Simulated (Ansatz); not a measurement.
# H3O+ (singlet): B2PLYP, RKS PBE0, RPA-PBE over a scan of the scale of all distances, 6-31G

Aim: run H3O+ (singlet) with these functionals over a scan of the scale of all distances, and hold them against the top wave-function level at the same points.

Computed with Ansatz 0.2.0, Gaussian basis. Level: 6-31G, all electrons in the functionals, frozen cores in the correlation of double hybrids and RPA.

The runs, in order: B2PLYP, RKS PBE0, RPA-PBE, at 0.897; 1.000; 1.130; 1.277; 1.528; 1.751; 2.013; 2.436 (not every functional at every point).

17 further runs of the same task are left out: 1 for a known fault of the program, 13 that didn't finish, 3 set aside as unsound or not needed. Runs told in other sessions of the task aren't counted.

## 1. The geometry

The geometry derives from a PBE0/def2-TZVP stationary point (not a proven minimum). All distances are scaled together.

4 atoms, charge 1, spin multiplicity 1.

Atoms are counted from 1 here; the program's logs count them from 0.

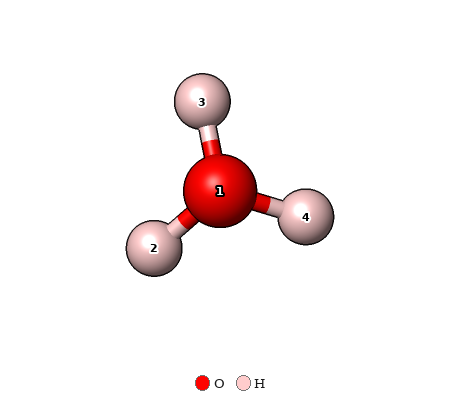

The geometry (oxygen red, hydrogen pink); atoms are numbered from 1 in the order of the file.

No dispersion term is added.

The geometry shown and the zero of energy belong to the point 1.000. The yardstick, FCI, and other wave-function levels (R restricted, U unrestricted, valence and pair active spaces) come from earlier runs.

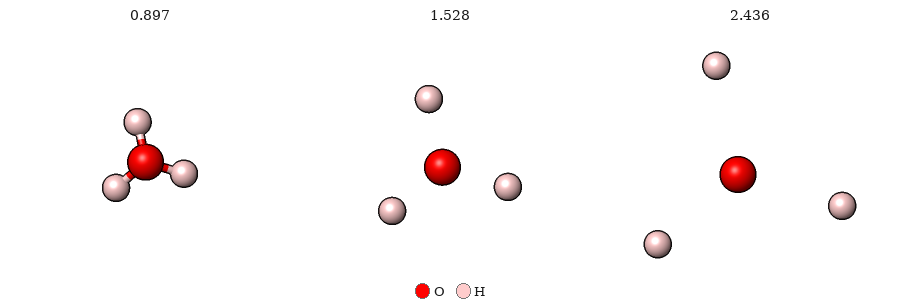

Three points of the scan; sticks are drawn by distance.

## 2. B2PLYP, 0.897

The input, in.yaml:

```yaml
crystal:
  periodic: [false, false, false]
  atoms:
    - {symbol: O, position_ang: [0.000141, -0.000094, -0.037605]}
    - {symbol: H, position_ang: [0.844105, 0.012710, 0.202099]}
    - {symbol: H, position_ang: [-0.433740, 0.726051, 0.195546]}
    - {symbol: H, position_ang: [-0.412597, -0.737275, 0.199267]}
basis:
  gaussian: {orbitals: 6-31G}
total_charge: 1
hamiltonian: {xc: {name: B2PLYP}}
correlation: {electrons: outside_noble_gas}
```

Command:

```
$ ansatz run in.yaml --threads 1 --pin off --events-out ev --progress --plain --max-ram 2393MiB
```

The program printed:

```text
Functional definition: B2PLYP
  name "B2PLYP"
  cite "Grimme, J. Chem. Phys. 124, 034108 (2006) doi:10.1063/1.2148954"
  cite "Becke, Phys. Rev. A 38, 3098 (1988) doi:10.1103/PhysRevA.38.3098"
  cite "Lee, Yang & Parr, Phys. Rev. B 37, 785 (1988) doi:10.1103/PhysRevB.37.785"
  parameter a = 0.53
  parameter c = 0.27
  exchange = (1 - a)*b88_x + a*exact_x
  correlation = (1 - c)*lyp_c + c*(mp2_os + mp2_ss)
171 factors; integrals over basis functions are off by at most 4.3e-4 eV
mean field evaluation 1: about -2073.4477 eV, gradient 7.2e1 eV
mean field evaluation 2: about -2073.4430 eV, gradient 7.2e1 eV
mean field evaluation 4: about -2081.7204 eV, gradient 6.4e-1 eV
mean field evaluation 8: about -2081.7176 eV, gradient 1.8e-3 eV
mean field -2081.71755193 eV, -76.5017089947 hartree, gradient 1.5e-6 eV, S^2 0.000000; 0 other end points of the search recorded, 0 dependent functions left out
1 core orbitals not correlated: weight in the atoms' cores, before any rotation towards them, 1.000 or more for the frozen orbitals, at most 0.000 for the correlated occupied ones
reference -2081.71760168 eV, -76.5017108228 hartree; 4, 4 occupied and 10, 10 virtual orbitals, 171 factors
second order -3.83249365 eV of doubles, -0.00000000 eV of singles
Total energy: -2082.75237496 eV, -76.5397380396 hartree
```

Wall time 0.3 s (1 thread of Arm Neoverse V1, shared host).

## 3. B2PLYP, 1.000

The input, in.yaml:

```yaml
crystal:
  periodic: [false, false, false]
  atoms:
    - {symbol: O, position_ang: [0.000157, -0.000104, -0.041923]}
    - {symbol: H, position_ang: [0.941031, 0.014170, 0.225305]}
    - {symbol: H, position_ang: [-0.483545, 0.809421, 0.218000]}
    - {symbol: H, position_ang: [-0.459974, -0.821935, 0.222149]}
basis:
  gaussian: {orbitals: 6-31G}
total_charge: 1
hamiltonian: {xc: {name: B2PLYP}}
correlation: {electrons: outside_noble_gas}
```

The command is unchanged.

The program printed (excerpt; [...] marks lines left out):

```text
Functional definition: B2PLYP
  name "B2PLYP"
  cite "Grimme, J. Chem. Phys. 124, 034108 (2006) doi:10.1063/1.2148954"
  cite "Becke, Phys. Rev. A 38, 3098 (1988) doi:10.1103/PhysRevA.38.3098"
  cite "Lee, Yang & Parr, Phys. Rev. B 37, 785 (1988) doi:10.1103/PhysRevB.37.785"
[...]
171 factors; integrals over basis functions are off by at most 2.9e-4 eV
[...]
mean field -2082.65457569 eV, -76.5361439827 hartree, gradient 2.7e-6 eV, S^2 0.000000; 0 other end points of the search recorded, 0 dependent functions left out
1 core orbitals not correlated: weight in the atoms' cores, before any rotation towards them, 1.000 or more for the frozen orbitals, at most 0.000 for the correlated occupied ones
reference -2082.65463409 eV, -76.5361461287 hartree; 4, 4 occupied and 10, 10 virtual orbitals, 171 factors
second order -4.27298796 eV of doubles, -0.00000000 eV of singles
Total energy: -2083.80834084 eV, -76.5785440697 hartree
```

Wall time 0.3 s (1 thread of Arm Neoverse V1, shared host).

## 4. B2PLYP, 1.130

The input, in.yaml:

```yaml
crystal:
  periodic: [false, false, false]
  atoms:
    - {symbol: O, position_ang: [0.000177, -0.000118, -0.047373]}
    - {symbol: H, position_ang: [1.063365, 0.016012, 0.254595]}
    - {symbol: H, position_ang: [-0.546406, 0.914646, 0.246340]}
    - {symbol: H, position_ang: [-0.519771, -0.928786, 0.251028]}
basis:
  gaussian: {orbitals: 6-31G}
total_charge: 1
hamiltonian: {xc: {name: B2PLYP}}
correlation: {electrons: outside_noble_gas}
```

Same command.

The program printed (excerpt; [...] marks lines left out):

```text
Functional definition: B2PLYP
  name "B2PLYP"
  cite "Grimme, J. Chem. Phys. 124, 034108 (2006) doi:10.1063/1.2148954"
  cite "Becke, Phys. Rev. A 38, 3098 (1988) doi:10.1103/PhysRevA.38.3098"
  cite "Lee, Yang & Parr, Phys. Rev. B 37, 785 (1988) doi:10.1103/PhysRevB.37.785"
[...]
171 factors; integrals over basis functions are off by at most 2.4e-4 eV
[...]
mean field -2081.78946967 eV, -76.5043519230 hartree, gradient 6.6e-6 eV, S^2 0.000000; 0 other end points of the search recorded, 0 dependent functions left out
1 core orbitals not correlated: weight in the atoms' cores, before any rotation towards them, 1.000 or more for the frozen orbitals, at most 0.000 for the correlated occupied ones
reference -2081.78953085 eV, -76.5043541710 hartree; 4, 4 occupied and 10, 10 virtual orbitals, 171 factors
second order -4.83564573 eV of doubles, -0.00000000 eV of singles
Total energy: -2083.09515519 eV, -76.5523349807 hartree
```

Run time: 0.3 s. Hardware: 1 thread of Arm Neoverse V1, shared host.

From 1.000: +16.4 kcal/mol.

## 5. B2PLYP, 1.277

The input, in.yaml:

```yaml
crystal:
  periodic: [false, false, false]
  atoms:
    - {symbol: O, position_ang: [0.000200, -0.000133, -0.053535]}
    - {symbol: H, position_ang: [1.201697, 0.018094, 0.287715]}
    - {symbol: H, position_ang: [-0.617487, 1.033631, 0.278386]}
    - {symbol: H, position_ang: [-0.587387, -1.049610, 0.283684]}
basis:
  gaussian: {orbitals: 6-31G}
total_charge: 1
hamiltonian: {xc: {name: B2PLYP}}
correlation: {electrons: outside_noble_gas}
```

The command is unchanged.

The program printed (excerpt; [...] marks lines left out):

```text
Functional definition: B2PLYP
  name "B2PLYP"
  cite "Grimme, J. Chem. Phys. 124, 034108 (2006) doi:10.1063/1.2148954"
  cite "Becke, Phys. Rev. A 38, 3098 (1988) doi:10.1103/PhysRevA.38.3098"
  cite "Lee, Yang & Parr, Phys. Rev. B 37, 785 (1988) doi:10.1103/PhysRevB.37.785"
[...]
171 factors; integrals over basis functions are off by at most 2.8e-4 eV
[...]
mean field -2079.68013342 eV, -76.4268352455 hartree, gradient 3.4e-6 eV, S^2 0.000000; 0 other end points of the search recorded, 0 dependent functions left out
1 core orbitals not correlated: weight in the atoms' cores, before any rotation towards them, 1.000 or more for the frozen orbitals, at most 0.000 for the correlated occupied ones
reference -2079.68020933 eV, -76.4268380350 hartree; 4, 4 occupied and 10, 10 virtual orbitals, 171 factors
second order -5.51466627 eV of doubles, -0.00000000 eV of singles
Total energy: -2081.16916922 eV, -76.4815563018 hartree
```

Wall time 0.3 s (1 thread of Arm Neoverse V1, shared host).

From 1.000: +60.9 kcal/mol.

## 6. B2PLYP, 1.528

The input, in.yaml:

```yaml
crystal:
  periodic: [false, false, false]
  atoms:
    - {symbol: O, position_ang: [0.000239, -0.000159, -0.064058]}
    - {symbol: H, position_ang: [1.437895, 0.021651, 0.344266]}
    - {symbol: H, position_ang: [-0.738856, 1.236796, 0.333104]}
    - {symbol: H, position_ang: [-0.702840, -1.255916, 0.339443]}
basis:
  gaussian: {orbitals: 6-31G}
total_charge: 1
magnetization: {spin_polarized: true, initial_magnetization: 0}
hamiltonian: {xc: {name: B2PLYP}}
correlation: {electrons: outside_noble_gas}
```

Launched as before.

The program printed (excerpt; [...] marks lines left out):

```text
Functional definition: B2PLYP
  name "B2PLYP"
  cite "Grimme, J. Chem. Phys. 124, 034108 (2006) doi:10.1063/1.2148954"
  cite "Becke, Phys. Rev. A 38, 3098 (1988) doi:10.1103/PhysRevA.38.3098"
  cite "Lee, Yang & Parr, Phys. Rev. B 37, 785 (1988) doi:10.1103/PhysRevB.37.785"
[...]
171 factors; integrals over basis functions are off by at most 3.1e-4 eV
[...]
mean field -2075.55878812 eV, -76.2753785991 hartree, gradient 3.6e-6 eV, S^2 0.000000; 5 other end points of the search recorded, 0 dependent functions left out
1 core orbitals not correlated: weight in the atoms' cores, before any rotation towards them, 1.000 or more for the frozen orbitals, at most 0.000 for the correlated occupied ones
reference -2075.55887291 eV, -76.2753817150 hartree; 4, 4 occupied and 10, 10 virtual orbitals, 171 factors
second order -6.94961556 eV of doubles, -0.00000000 eV of singles
Total energy: -2077.43526911 eV, -76.3443380035 hartree
```

Run time: 0.72 s. Hardware: 1 thread of Arm Neoverse V1, shared host.

From the report: ⟨S²⟩ of the determinant 0.000 (pure singlet: 0.00).

From 1.000: +147.0 kcal/mol.

## 7. B2PLYP, 1.751

The input, in.yaml:

```yaml
crystal:
  periodic: [false, false, false]
  atoms:
    - {symbol: O, position_ang: [0.000274, -0.000183, -0.073407]}
    - {symbol: H, position_ang: [1.647745, 0.024811, 0.394509]}
    - {symbol: H, position_ang: [-0.846687, 1.417297, 0.381718]}
    - {symbol: H, position_ang: [-0.805415, -1.439208, 0.388982]}
basis:
  gaussian: {orbitals: 6-31G}
total_charge: 1
magnetization: {spin_polarized: true, initial_magnetization: 0}
hamiltonian: {xc: {name: B2PLYP}}
correlation: {electrons: outside_noble_gas}
```

Same command.

The program printed (excerpt; [...] marks lines left out):

```text
Functional definition: B2PLYP
  name "B2PLYP"
  cite "Grimme, J. Chem. Phys. 124, 034108 (2006) doi:10.1063/1.2148954"
  cite "Becke, Phys. Rev. A 38, 3098 (1988) doi:10.1103/PhysRevA.38.3098"
  cite "Lee, Yang & Parr, Phys. Rev. B 37, 785 (1988) doi:10.1103/PhysRevB.37.785"
[...]
174 factors; integrals over basis functions are off by at most 2.9e-4 eV
[...]
mean field -2072.80179324 eV, -76.1740609059 hartree, gradient 5.7e-6 eV, S^2 1.111833; 13 other end points of the search recorded, 0 dependent functions left out
1 core orbitals not correlated: weight in the atoms' cores, before any rotation towards them, 1.000 or more for the frozen orbitals, at most 0.000 for the correlated occupied ones
reference -2072.80188086 eV, -76.1740641259 hartree; 4, 4 occupied and 10, 10 virtual orbitals, 174 factors
second order -4.84172492 eV of doubles, -0.00000000 eV of singles
Total energy: -2074.10914658 eV, -76.2221052553 hartree
```

It took 2.8 s on 1 thread of Arm Neoverse V1, shared host.

From the report: ⟨S²⟩ of the determinant 1.112 (pure singlet: 0.00). The determinant of B2PLYP (⟨S²⟩ 1.11) is far from a pure spin state, so its energy mixes those of several spin states; that is harmless only where they are near-degenerate.

From 1.000: +223.7 kcal/mol.

## 8. B2PLYP, 2.013

The input, in.yaml:

```yaml
crystal:
  periodic: [false, false, false]
  atoms:
    - {symbol: O, position_ang: [0.000315, -0.000210, -0.084390]}
    - {symbol: H, position_ang: [1.894296, 0.028523, 0.453539]}
    - {symbol: H, position_ang: [-0.973376, 1.629365, 0.438834]}
    - {symbol: H, position_ang: [-0.925928, -1.654554, 0.447185]}
basis:
  gaussian: {orbitals: 6-31G}
total_charge: 1
magnetization: {spin_polarized: true, initial_magnetization: 0}
hamiltonian: {xc: {name: B2PLYP}}
correlation: {electrons: outside_noble_gas}
```

The command is unchanged.

The program printed (excerpt; [...] marks lines left out):

```text
Functional definition: B2PLYP
  name "B2PLYP"
  cite "Grimme, J. Chem. Phys. 124, 034108 (2006) doi:10.1063/1.2148954"
  cite "Becke, Phys. Rev. A 38, 3098 (1988) doi:10.1103/PhysRevA.38.3098"
  cite "Lee, Yang & Parr, Phys. Rev. B 37, 785 (1988) doi:10.1103/PhysRevB.37.785"
[...]
171 factors; integrals over basis functions are off by at most 3.4e-4 eV
[...]
mean field -2071.26661009 eV, -76.1176439659 hartree, gradient 1.5e-6 eV, S^2 1.773668; 6 other end points of the search recorded, 0 dependent functions left out
1 core orbitals not correlated: weight in the atoms' cores, before any rotation towards them, 1.000 or more for the frozen orbitals, at most 0.000 for the correlated occupied ones
reference -2071.26672200 eV, -76.1176480787 hartree; 4, 4 occupied and 10, 10 virtual orbitals, 171 factors
second order -3.28834246 eV of doubles, -0.00000000 eV of singles
Total energy: -2072.15457447 eV, -76.1502760549 hartree
```

It took 1.9 s on 1 thread of Arm Neoverse V1, shared host.

From the report: ⟨S²⟩ of the determinant 1.774 (pure singlet: 0.00). The determinant of B2PLYP (⟨S²⟩ 1.77) is far from a pure spin state, so its energy mixes those of several spin states; that is harmless only where they are near-degenerate.

From 1.000: +268.7 kcal/mol.

## 9. B2PLYP, 2.436

The input, in.yaml:

```yaml
crystal:
  periodic: [false, false, false]
  atoms:
    - {symbol: O, position_ang: [0.000382, -0.000254, -0.102124]}
    - {symbol: H, position_ang: [2.292352, 0.034517, 0.548843]}
    - {symbol: H, position_ang: [-1.177915, 1.971751, 0.531048]}
    - {symbol: H, position_ang: [-1.120497, -2.002233, 0.541154]}
basis:
  gaussian: {orbitals: 6-31G}
total_charge: 1
magnetization: {spin_polarized: true, initial_magnetization: 0}
hamiltonian: {xc: {name: B2PLYP}}
correlation: {electrons: outside_noble_gas}
```

Same command.

The program printed (excerpt; [...] marks lines left out):

```text
Functional definition: B2PLYP
  name "B2PLYP"
  cite "Grimme, J. Chem. Phys. 124, 034108 (2006) doi:10.1063/1.2148954"
  cite "Becke, Phys. Rev. A 38, 3098 (1988) doi:10.1103/PhysRevA.38.3098"
  cite "Lee, Yang & Parr, Phys. Rev. B 37, 785 (1988) doi:10.1103/PhysRevB.37.785"
[...]
180 factors; integrals over basis functions are off by at most 1.8e-4 eV
[...]
mean field -2069.84298506 eV, -76.0653267111 hartree, gradient 1.7e-6 eV, S^2 2.216610; 9 other end points of the search recorded, 0 dependent functions left out
1 core orbitals not correlated: weight in the atoms' cores, before any rotation towards them, 1.000 or more for the frozen orbitals, at most 0.000 for the correlated occupied ones
reference -2069.84312501 eV, -76.0653318541 hartree; 4, 4 occupied and 10, 10 virtual orbitals, 180 factors
second order -2.63726392 eV of doubles, -0.00000000 eV of singles
Total energy: -2070.55518627 eV, -76.0914996227 hartree
```

Wall time 2.4 s (1 thread of Arm Neoverse V1, shared host).

From the report: ⟨S²⟩ of the determinant 2.217 (pure singlet: 0.00). The determinant of B2PLYP (⟨S²⟩ 2.22) is far from a pure spin state, so its energy mixes those of several spin states; that is harmless only where they are near-degenerate.

From 1.000: +305.6 kcal/mol.

## 10. RKS PBE0, 1.528

The input, in.yaml:

```yaml
crystal:
  periodic: [false, false, false]
  atoms:
    - {symbol: O, position_ang: [0.000239, -0.000159, -0.064058]}
    - {symbol: H, position_ang: [1.437895, 0.021651, 0.344266]}
    - {symbol: H, position_ang: [-0.738856, 1.236796, 0.333104]}
    - {symbol: H, position_ang: [-0.702840, -1.255916, 0.339443]}
basis:
  gaussian: {orbitals: 6-31G}
total_charge: 1
hamiltonian: {xc: {name: PBE0}}
```

Launched as before.

The program printed:

```text
Functional definition: PBE0
  name "PBE0"
  cite "Adamo & Barone, J. Chem. Phys. 110, 6158 (1999) doi:10.1063/1.478522"
  cite "Perdew, Burke & Ernzerhof, Phys. Rev. Lett. 77, 3865 (1996) doi:10.1103/PhysRevLett.77.3865"
  parent pbe
  parameter a = 0.25
  parameter kappa = 0.804
  parameter beta = 0.06672455060314922
  exchange = (1 - a)*pbe_x(kappa = kappa, mu = beta*pi^2/3) + a*exact_x
  correlation = pbe_c(beta = beta)
171 factors; integrals over basis functions are off by at most 3.1e-4 eV
mean field evaluation 1: about -2053.0609 eV, gradient 1.1e2 eV
mean field evaluation 2: about -1970.6929 eV, gradient 1.5e2 eV
mean field evaluation 4: about -2076.2504 eV, gradient 2.5e1 eV
mean field evaluation 8: about -2077.4608 eV, gradient 1.2e-1 eV
mean field evaluation 16: about -2077.4609 eV, gradient 4.4e-5 eV
mean field -2077.46088219 eV, -76.3452792670 hartree, gradient 4.4e-5 eV, S^2 0.000000; 0 other end points of the search recorded, 0 dependent functions left out
reference -2077.46089497 eV, -76.3452797367 hartree; 5, 5 occupied and 10, 10 virtual orbitals, 171 factors
Total energy: -2077.46089497 eV, -76.3452797367 hartree
```

Wall time 0.21 s (1 thread of Arm Neoverse V1, shared host).

## 11. RKS PBE0, 1.751

The input, in.yaml:

```yaml
crystal:
  periodic: [false, false, false]
  atoms:
    - {symbol: O, position_ang: [0.000274, -0.000183, -0.073407]}
    - {symbol: H, position_ang: [1.647745, 0.024811, 0.394509]}
    - {symbol: H, position_ang: [-0.846687, 1.417297, 0.381718]}
    - {symbol: H, position_ang: [-0.805415, -1.439208, 0.388982]}
basis:
  gaussian: {orbitals: 6-31G}
total_charge: 1
hamiltonian: {xc: {name: PBE0}}
```

Same command.

The program printed:

```text
Functional definition: PBE0
  name "PBE0"
  cite "Adamo & Barone, J. Chem. Phys. 110, 6158 (1999) doi:10.1063/1.478522"
  cite "Perdew, Burke & Ernzerhof, Phys. Rev. Lett. 77, 3865 (1996) doi:10.1103/PhysRevLett.77.3865"
  parent pbe
  parameter a = 0.25
  parameter kappa = 0.804
  parameter beta = 0.06672455060314922
  exchange = (1 - a)*pbe_x(kappa = kappa, mu = beta*pi^2/3) + a*exact_x
  correlation = pbe_c(beta = beta)
174 factors; integrals over basis functions are off by at most 2.9e-4 eV
mean field evaluation 1: about -2043.1324 eV, gradient 1.1e2 eV
mean field evaluation 2: about -1947.3455 eV, gradient 1.4e2 eV
mean field evaluation 4: about -2072.6376 eV, gradient 2.8e1 eV
mean field evaluation 8: about -2074.3751 eV, gradient 3.0e-1 eV
mean field evaluation 16: about -2074.3725 eV, gradient 2.2e-4 eV
mean field -2074.37253550 eV, -76.2317846193 hartree, gradient 4.2e-5 eV, S^2 0.000000; 0 other end points of the search recorded, 0 dependent functions left out
reference -2074.37254634 eV, -76.2317850176 hartree; 5, 5 occupied and 10, 10 virtual orbitals, 174 factors
Total energy: -2074.37254634 eV, -76.2317850176 hartree
```

Run time: 0.21 s. Hardware: 1 thread of Arm Neoverse V1, shared host.

## 12. RKS PBE0, 2.013

The input, in.yaml:

```yaml
crystal:
  periodic: [false, false, false]
  atoms:
    - {symbol: O, position_ang: [0.000315, -0.000210, -0.084390]}
    - {symbol: H, position_ang: [1.894296, 0.028523, 0.453539]}
    - {symbol: H, position_ang: [-0.973376, 1.629365, 0.438834]}
    - {symbol: H, position_ang: [-0.925928, -1.654554, 0.447185]}
basis:
  gaussian: {orbitals: 6-31G}
total_charge: 1
hamiltonian: {xc: {name: PBE0}}
```

Launched as before.

The program printed:

```text
Functional definition: PBE0
  name "PBE0"
  cite "Adamo & Barone, J. Chem. Phys. 110, 6158 (1999) doi:10.1063/1.478522"
  cite "Perdew, Burke & Ernzerhof, Phys. Rev. Lett. 77, 3865 (1996) doi:10.1103/PhysRevLett.77.3865"
  parent pbe
  parameter a = 0.25
  parameter kappa = 0.804
  parameter beta = 0.06672455060314922
  exchange = (1 - a)*pbe_x(kappa = kappa, mu = beta*pi^2/3) + a*exact_x
  correlation = pbe_c(beta = beta)
171 factors; integrals over basis functions are off by at most 3.4e-4 eV
mean field evaluation 1: about -2033.9101 eV, gradient 1.2e2 eV
mean field evaluation 2: about -1931.1307 eV, gradient 1.4e2 eV
mean field evaluation 4: about -2014.7009 eV, gradient 1.3e2 eV
mean field evaluation 8: about -2040.4095 eV, gradient 1.1e2 eV
mean field evaluation 16: about -2071.4045 eV, gradient 1.5e-4 eV
mean field -2071.40454373 eV, -76.1227129337 hartree, gradient 7.4e-6 eV, S^2 0.000000; 0 other end points of the search recorded, 0 dependent functions left out
reference -2071.40455541 eV, -76.1227133629 hartree; 5, 5 occupied and 10, 10 virtual orbitals, 171 factors
Total energy: -2071.40455541 eV, -76.1227133629 hartree
```

It took 0.27 s on 1 thread of Arm Neoverse V1, shared host.

## 13. RKS PBE0, 2.436

The input, in.yaml:

```yaml
crystal:
  periodic: [false, false, false]
  atoms:
    - {symbol: O, position_ang: [0.000382, -0.000254, -0.102124]}
    - {symbol: H, position_ang: [2.292352, 0.034517, 0.548843]}
    - {symbol: H, position_ang: [-1.177915, 1.971751, 0.531048]}
    - {symbol: H, position_ang: [-1.120497, -2.002233, 0.541154]}
basis:
  gaussian: {orbitals: 6-31G}
total_charge: 1
hamiltonian: {xc: {name: PBE0}}
```

Launched as before.

The program printed:

```text
Functional definition: PBE0
  name "PBE0"
  cite "Adamo & Barone, J. Chem. Phys. 110, 6158 (1999) doi:10.1063/1.478522"
  cite "Perdew, Burke & Ernzerhof, Phys. Rev. Lett. 77, 3865 (1996) doi:10.1103/PhysRevLett.77.3865"
  parent pbe
  parameter a = 0.25
  parameter kappa = 0.804
  parameter beta = 0.06672455060314922
  exchange = (1 - a)*pbe_x(kappa = kappa, mu = beta*pi^2/3) + a*exact_x
  correlation = pbe_c(beta = beta)
180 factors; integrals over basis functions are off by at most 1.8e-4 eV
mean field evaluation 1: about -2024.8137 eV, gradient 1.2e2 eV
mean field evaluation 2: about -1915.5665 eV, gradient 1.4e2 eV
mean field evaluation 4: about -1939.1351 eV, gradient 1.1e2 eV
mean field evaluation 8: about -2031.6216 eV, gradient 1.1e2 eV
mean field evaluation 16: about -2067.9832 eV, gradient 1.5e-5 eV
mean field -2067.98324796 eV, -75.9969826332 hartree, gradient 5.1e-5 eV, S^2 0.000000; 0 other end points of the search recorded, 0 dependent functions left out
reference -2067.98326267 eV, -75.9969831738 hartree; 5, 5 occupied and 10, 10 virtual orbitals, 180 factors
Total energy: -2067.98326267 eV, -75.9969831738 hartree
```

Run time: 0.24 s. Hardware: 1 thread of Arm Neoverse V1, shared host.

[end of part 1 of 2]
